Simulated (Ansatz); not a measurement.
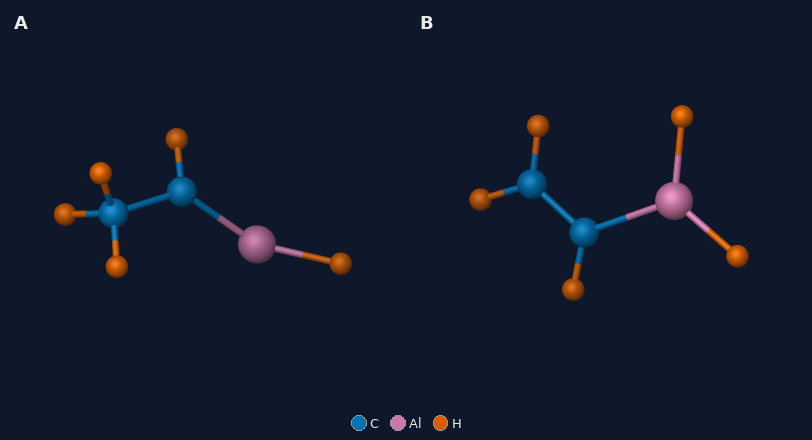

2 stationary structures of one formula. Geometries: PBE-D4/def2-SVP. Electronic energies: PBE-D4/def2-SVP (Ansatz 0.2.0), without zero-point energy. No frequency run is at hand to confirm each as a minimum. Each is one conformer, not always the lowest.

Rank them by energy, lowest first.

B is lowest (Cs); A lies 28.0 kcal/mol above it.
